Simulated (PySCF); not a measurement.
# SPW92/DZVP (Coulomb fitting set) run of MgHSCl (SMILES [SH][Mg][Cl])

What is the energy change on altering one bond length of MgHSCl at SPW92/DZVP (Coulomb fitting set)? The job is set up through a Python script.

The results are computed with PySCF 2.14.0.

2 further runs of the same task are left out: 2 set aside as unsound or not needed.

**1. Starting point**

MgHSCl has 4 atoms, charge 0, and is taken as a singlet. SMILES: `[SH][Mg][Cl]`. Geometry: relaxed at PBE0-D4/def2-TZVP.

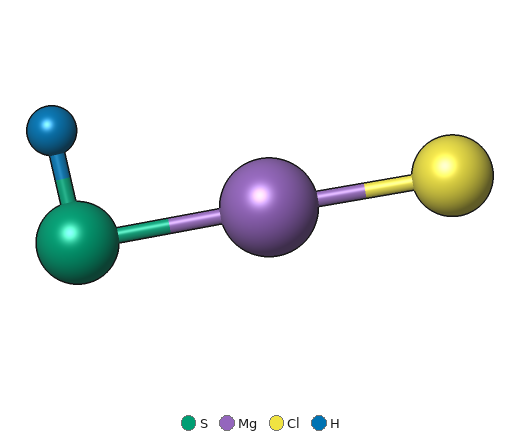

Viewed from a chosen angle; sulfur teal, magnesium purple, chlorine yellow, hydrogen blue.

**2. A single-point energy at SPW92/DZVP (Coulomb fitting set)**

calc.py

```python
from pyscf import gto, dft

mol = gto.M(
    atom='''
S     -0.319800     1.572300    -0.514300
Mg    -0.241400    -0.656200    -0.055400
Cl    -0.189400    -2.791200     0.368500
H      0.806300     1.814800     0.180700
''',
    verbose=4,
    spin=0,
    basis='dzvp',
    charge=0,
    max_memory=1860,
)

mf = dft.RKS(mol, xc='spw92')
mf = mf.density_fit(auxbasis='def2-universal-jfit')
mf.kernel()

energy = mf.e_tot
print(f'total energy: {energy:.8f} hartree')
dip = mf.dip_moment()
pop, q = mf.mulliken_pop()
```

Launch:

```sh
$ OMP_NUM_THREADS=1 python calc.py
```

What it wrote:

```text
PySCF version 2.14.0

[INPUT] num. atoms = 4
[INPUT] num. electrons = 46
[INPUT] charge = 0
[INPUT] spin (= nelec alpha-beta = 2S) = 0
[INPUT] symmetry False subgroup None
[INPUT] Mole.unit = angstrom
[INPUT] Symbol           X                Y                Z      unit          X                Y                Z       unit  Magmom
[INPUT]  1 S     -0.319800000000   1.572300000000  -0.514300000000 AA   -0.604334414636   2.971216385654  -0.971886145864 Bohr   0.0
[INPUT]  2 Mg    -0.241400000000  -0.656200000000  -0.055400000000 AA   -0.456179886470  -1.240038282940  -0.104690827301 Bohr   0.0
[INPUT]  3 Cl    -0.189400000000  -2.791200000000   0.368500000000 AA   -0.357914127993  -5.274603558886   0.696364076902 Bohr   0.0
[INPUT]  4 H      0.806300000000   1.814800000000   0.180700000000 AA    1.523686174237   3.429474970861   0.341473510709 Bohr   0.0

[... 62 lines left out ...]
converged SCF energy = -1055.26892178775
total energy: -1055.26892179 hartree
Dipole moment(X, Y, Z, Debye):  0.73925,  0.90745,  0.32080
[... 61 lines left out ...]
charge of    3H =      0.15400
```

Wall time 2 s (1 thread of Arm Neoverse V2, shared host); peak memory 0.17 GiB.

**3. The distorted shape at the same level**

input.py

```python
from pyscf import gto, dft

system = gto.M(
    atom='''
S       -0.359000       2.686550      -0.743750
Mg      -0.241400      -0.656200      -0.055400
Cl      -0.189400      -2.791200       0.368500
H        0.767100       2.929050      -0.048750
''',
    basis='dzvp',
    verbose=4,
    max_memory=1860,
)

mf = dft.RKS(system, xc='spw92')
mf = mf.density_fit(auxbasis='def2-universal-jfit')
mf.kernel()

energy = mf.e_tot
print(f'total energy: {energy:.8f} hartree')
mf.analyze()
```

Launch:

```sh
$ OMP_NUM_THREADS=1 python input.py
```

What it wrote:

```text
PySCF version 2.14.0

[INPUT] num. atoms = 4
[INPUT] num. electrons = 46
[INPUT] charge = 0
[INPUT] spin (= nelec alpha-beta = 2S) = 0
[INPUT] symmetry False subgroup None
[INPUT] Mole.unit = angstrom
[INPUT] Symbol           X                Y                Z      unit          X                Y                Z       unit  Magmom
[INPUT]  1 S     -0.359000000000   2.686550000000  -0.743750000000 AA   -0.678411678719   5.076843719950  -1.405483805145 Bohr   0.0
[INPUT]  2 Mg    -0.241400000000  -0.656200000000  -0.055400000000 AA   -0.456179886470  -1.240038282940  -0.104690827301 Bohr   0.0
[INPUT]  3 Cl    -0.189400000000  -2.791200000000   0.368500000000 AA   -0.357914127993  -5.274603558886   0.696364076902 Bohr   0.0
[INPUT]  4 H      0.767100000000   2.929050000000  -0.048750000000 AA    1.449608910154   5.535102305157  -0.092124148573 Bohr   0.0

[... 66 lines left out ...]
converged SCF energy = -1055.19445757546
[... 7 lines left out ...]
DFT Exchange-Correlation Energy =      -66.769199240858114
[... 8 lines left out ...]
MO #7   energy= -6.99057162834515  occ= 2
[... 6 lines left out ...]
MO #14  energy= -1.8357387078536   occ= 2
[... 6 lines left out ...]
MO #21  energy= -0.299368692529601 occ= 2
[... 6 lines left out ...]
MO #28  energy= 0.0320311028817681 occ= 0
[... 6 lines left out ...]
MO #35  energy= 0.28463416389076   occ= 0
[... 6 lines left out ...]
MO #42  energy= 0.637931032898116  occ= 0
[... 6 lines left out ...]
MO #49  energy= 0.807334243443002  occ= 0
[... 6 lines left out ...]
MO #56  energy= 1.49004611844139   occ= 0
[... 63 lines left out ...]
Dipole moment(X, Y, Z, Debye):  0.89354, -1.76156,  0.90988
```

It took 2.4 s on 1 thread of Arm Neoverse V2, shared host; peak memory 0.17 GiB.

**4. Results**

Level: SPW92/DZVP (Coulomb fitting set).

```
                                                          quantity           value
                                         first shape: total energy  -1055.26892 Eh
                                        first shape: dipole moment          1.21 D
                                          first shape: HOMO energy        -6.39 eV
                                          first shape: LUMO energy        -2.64 eV
                                        first shape: HOMO–LUMO gap         3.75 eV
                                     distorted shape: total energy  -1055.19446 Eh
                                    distorted shape: dipole moment          2.17 D
                                      distorted shape: HOMO energy        -5.30 eV
                                      distorted shape: LUMO energy        -4.37 eV
                                    distorted shape: HOMO–LUMO gap         0.92 eV
energy change with the S1–Mg2 bond stretched from 2.277 to 3.415 Å        2.026 eV
```

With the S1–Mg2 bond stretched from 2.277 to 3.415 Å the energy rises by 2.03 eV (47 kcal/mol). The first shape isn't relaxed at this level, so the change isn't measured from a minimum. Mulliken charges (first shape) run from -0.36 on S1 to +0.53 on Mg2; they depend strongly on the basis. Mulliken charges (distorted shape) run from -0.50 on S1 to +0.64 on Mg2.
